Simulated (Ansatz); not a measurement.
**GeO (SMILES [O]=[Ge]): CCSDTQ/STO-3G**

Aim: the electronic atomisation energy of GeO at CCSDTQ/STO-3G, from 3 runs. 

Program for the calculation: Ansatz 0.2.0.

69 further runs of the same task are left out: 29 that didn't finish, 40 set aside as unsound or not needed.

## (1) The system as given

GeO has 2 atoms, charge 0, and is taken as a singlet. As SMILES, `[O]=[Ge]`. Geometry: a GFN2-xTB relaxation, a rough one for these elements and not checked as a minimum.

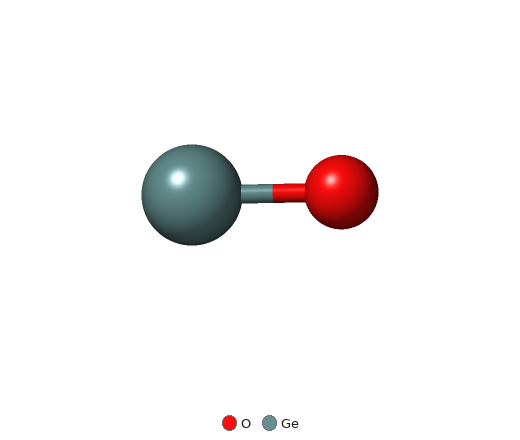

The structure, seen from a chosen angle (oxygen red, germanium teal).

## (2) The energy at CCSDTQ/STO-3G

Contents of molecule.yaml:

```yaml
crystal:
  periodic: [false, false, false]
  atoms:
    - {symbol: O, position_ang: [0.000000, 0.000000, 0.000000]}
    - {symbol: Ge, position_ang: [0.000000, 0.000000, 1.576490]}
basis:
  gaussian: {orbitals: STO-3G}
magnetization: {spin_polarized: false}
correlation: {method: ccsdtq, frozen_orbitals: {Ge: 9, O: 1}}
accuracy: high
scf: {omitted_lower_state_checks: [cluster_reference, increment]}
```

On the command line:

```
$ ansatz run molecule.yaml --threads 1 --pin off --max-ram 2610MiB --events-out events.jsonl --progress --plain --runs-dir runs
```

What it wrote:

```text
Warning: RAYON_NUM_THREADS=1 ignored (pool sized by the plan → 1); use --threads N
[... 11 lines left out ...]
10 core orbitals not correlated: weight in the atoms' cores, before any rotation towards them, 1.000 or more for the frozen orbitals, at most 0.000 for the correlated occupied ones
[... 38 lines left out ...]
Total energy: -57843.57492958 eV, -2125.7121708787 hartree
Checks for a lower state left out: cluster_reference, increment
```

Run time: 19 s. Hardware: 1 thread of Arm Neoverse V1, shared host; peak memory 0.64 GiB.

## (3) The Ge atom

Contents of in.yaml:

```yaml
crystal:
  periodic: [false, false, false]
  atoms:
    - {symbol: Ge, position_ang: [0.000000, 0.000000, 0.000000]}
basis:
  gaussian:
    orbitals: STO-3G
magnetization:
  spin_polarized: true
  initial_magnetization: 2
correlation:
  method: ccsdtq
  frozen_orbitals: {Ge: 9}
accuracy: high
scf:
  omitted_lower_state_checks: [cluster_reference, increment]
```

Run the same way, it converges to -2051.64970 Eh (log not shown).

## (4) The O atom

Contents of in.yaml:

```yaml
crystal:
  periodic: [false, false, false]
  atoms:
    - symbol: O
      position_ang: [0.000000, 0.000000, 0.000000]
basis:
  gaussian: {orbitals: STO-3G}
magnetization: {spin_polarized: true, initial_magnetization: 2}
correlation: {method: ccsdtq, frozen_orbitals: {O: 1}}
accuracy: high
scf: {omitted_lower_state_checks: [cluster_reference, increment]}
```

Run the same way, it converges to -73.80415 Eh (log not shown).

## (5) Outcome

At CCSDTQ/STO-3G, 10 core orbitals frozen:

```
                                              quantity           value
                                molecule: total energy  -2125.71217 Eh
molecule: correlation energy (10 core orbitals frozen)      -152.9 mEh
                               molecule: T1 diagnostic           0.020
                                 Ge atom: total energy  -2051.64970 Eh
  Ge atom: correlation energy (9 core orbitals frozen)       -13.4 mEh
            Ge atom: ⟨S²⟩ of the reference determinant           2.000
                                Ge atom: T1 diagnostic           0.000
                                  O atom: total energy    -73.80415 Eh
    O atom: correlation energy (1 core orbital frozen)         0.0 mEh
             O atom: ⟨S²⟩ of the reference determinant           2.000
                                 O atom: T1 diagnostic           0.000
                         electronic atomisation energy        7.029 eV
```

Taking the molecule apart into free atoms costs 7.03 eV (162 kcal/mol), before zero-point energy and without spin-orbit coupling. In a minimal basis such a difference can be off by several eV, whatever the method. The restricted solution (molecule) is unstable to spin breaking: an unrestricted one lies lower.
